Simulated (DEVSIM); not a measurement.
System: abrupt Si n-p junction, at 300 K.

```csv
layer (left to right),material,thickness (μm),Nd (cm⁻³),Na (cm⁻³),τn (s),τp (s)
1,Si,12.0,1.3e17,-,3.9e-5,3.9e-5
2,Si,0.930,-,8.8e17,3.9e-5,3.9e-5
```

Left contact: ohmic. Right contact: ohmic. Voltage is applied to the left contact. Recombination: SRH at mid-gap, radiative. Mobility is constant in doping.

The device is made up for the run: typed textbook-type constants, with dimensions and the other settings drawn at random. Values at 300 K.

```csv
parameter,Si
gap (eV),1.124
affinity (eV),4.05
permittivity,11.7
Nc (cm⁻³),2.86e19
Nv (cm⁻³),3.1e19
μn (cm²/Vs),1417
μp (cm²/Vs),470
B (cm³/s),4.7e-15
```

Model (solved in DEVSIM): 1D drift-diffusion, Boltzmann statistics, complete ionisation; no tunnelling, impact ionisation, image-force lowering or self-heating.

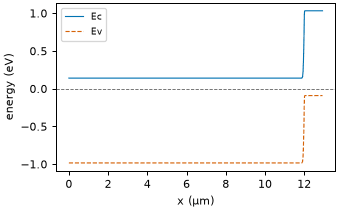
Band edges at zero bias

Energies count from the Fermi level of the right contact; mesh points crowd at the junctions.

| x (μm) | Ec (eV) | Ev (eV) | n (cm⁻³) | p (cm⁻³) | field (V/cm) |
|---|---|---|---|---|---|
| 0.000 | 0.139 | -0.985 | 1.3e17 | 890 | ≈ 0 |
| 0.02808 | 0.139 | -0.985 | 1.3e17 | 890 | ≈ 0 |
| 0.08437 | 0.139 | -0.985 | 1.3e17 | 890 | ≈ 0 |
| 0.2107 | 0.139 | -0.985 | 1.3e17 | 890 | ≈ 0 |
| 0.5990 | 0.139 | -0.985 | 1.3e17 | 890 | ≈ 0 |
| 1.325 | 0.139 | -0.985 | 1.3e17 | 890 | ≈ 0 |
| 2.780 | 0.139 | -0.985 | 1.3e17 | 890 | ≈ 0 |
| 7.304 | 0.139 | -0.985 | 1.3e17 | 890 | ≈ 0 |
| 9.844 | 0.139 | -0.985 | 1.3e17 | 890 | ≈ 0 |
| 10.97 | 0.139 | -0.985 | 1.3e17 | 890 | ≈ 0 |
| 11.54 | 0.139 | -0.985 | 1.3e17 | 890 | ≈ 0 |
| 11.84 | 0.139 | -0.985 | 1.3e17 | 900 | 27 |
| 11.94 | 0.231 | -0.893 | 3.8e15 | 30000 | 52000 |
| 11.98 | 0.648 | -0.476 | 3.7e8 | 3.1e11 | 140000 |
| 12.02 | 1.023 | -0.101 | 180 | 6.3e17 | 19000 |
| 12.06 | 1.032 | -0.092 | 130 | 8.8e17 | ≈ 0 |
| 12.14 | 1.032 | -0.092 | 130 | 8.8e17 | ≈ 0 |
| 12.33 | 1.032 | -0.092 | 130 | 8.8e17 | ≈ 0 |
| 12.68 | 1.032 | -0.092 | 130 | 8.8e17 | ≈ 0 |
| 12.82 | 1.032 | -0.092 | 130 | 8.8e17 | ≈ 0 |
| 12.89 | 1.032 | -0.092 | 130 | 8.8e17 | ≈ 0 |
| 12.93 | 1.032 | -0.092 | 130 | 8.8e17 | ≈ 0 |
